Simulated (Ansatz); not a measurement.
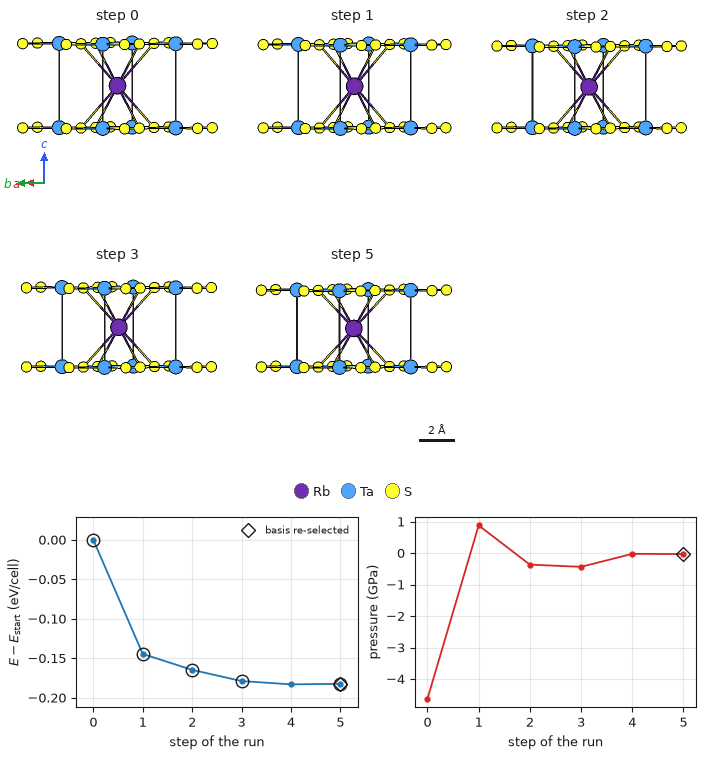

Frames of a relaxation of crystalline RbTaS2 (a generated structure, set up in P4/mmm) (coarse preliminary run), marked on the history of the run. Style: ball-and-stick. Shown: the cell of the calculation, from a free direction.

The calculation used DFT PBE, scalar-relativistic, plane waves, PAW in Ansatz 0.2.0.

Input
```yaml
crystal:
  lattice:
    - [4.95, 0.0, 0.0]
    - [0.0, 4.95, 0.0]
    - [0.0, 0.0, 4.90402896]
  atoms:
    - { symbol: Rb, position: [0.5, 0.5, 0.5] }
    - { symbol: Ta, position: [0.0, 0.0, 0.0], spin: 1.0 }
    - { symbol: S, position: [0.5, 0.0, 0.0] }
    - { symbol: S, position: [0.0, 0.5, 0.0] }
basis:
  ecutwfc: 420
kpoints:
  mp_grid: { grid: [4, 4, 4] }
hamiltonian:
  xc: pbe
scf:
  occupations: { method: gaussian, width: 0.1 }
  lower_state_search: "off"
output:
  forces: true
  stress: true
  eigenvalues: true
  populations: true
magnetization:
  spin_polarized: true
relax:
  adjacent_minimum: "off"
  f_tol: 0.04
  max_steps: 70
  cell: { stress_tol: 0.4 }
```

Command:
```bash
ansatz run input.yaml --threads 1 --pin off --max-ram 2048MiB --backend cpu --events-out ev --progress --plain --runs-dir out
```

Question: What happens along the run?

Answer: Over 4 accepted moves (5 points after the start) the energy falls by 0.182 eV per cell of the calculation. All forces vanish by symmetry, so only the cell relaxes. Pressure: −4.63 GPa at the start and −0.03 GPa at the end. The SCF was repeated once at an unchanged geometry on a basis and grid sized afresh for the cell, which shifted the energy by 0.6 meV per cell of the calculation at most. The atoms keep their places relative to the cell (all moves are under 0.005 Å). Cell: a = b 4.950 → 4.832 Å (−2.4 %), c 4.904 → 4.464 Å (−9.0 %). Volume −13.3 %. Some distances before and after: Rb1–S3 3.484 → 3.289 Å, Ta2–S3 2.475 → 2.416 Å. Among the angles between lasting bonds that change: Rb1–S3–Rb1 90.5° → 94.5°, Rb1–S3–Rb1 89.5° → 85.5°. The space group stays P4/mmm (No. 123). From step 0 to 1: volume −8.2 %, energy −0.144 eV per cell of the calculation. From step 1 to 2: energy −20.2 meV per cell of the calculation. From step 2 to 3: volume −2.6 %, energy −14.2 meV per cell of the calculation. From step 3 to 5: volume −2.9 %, energy −3.5 meV per cell of the calculation.

```csv
step,"E − E(0), meV/atom","pressure, GPa","volume, Å³/atom",note
0,0.00,-4.63,30.040,
1,-36.12,0.88,27.575,
2,-41.17,-0.36,27.571,
3,-44.71,-0.44,26.849,
4,-45.75,-0.02,26.058,
5,-45.59,-0.03,26.058,"same geometry, new basis"
```
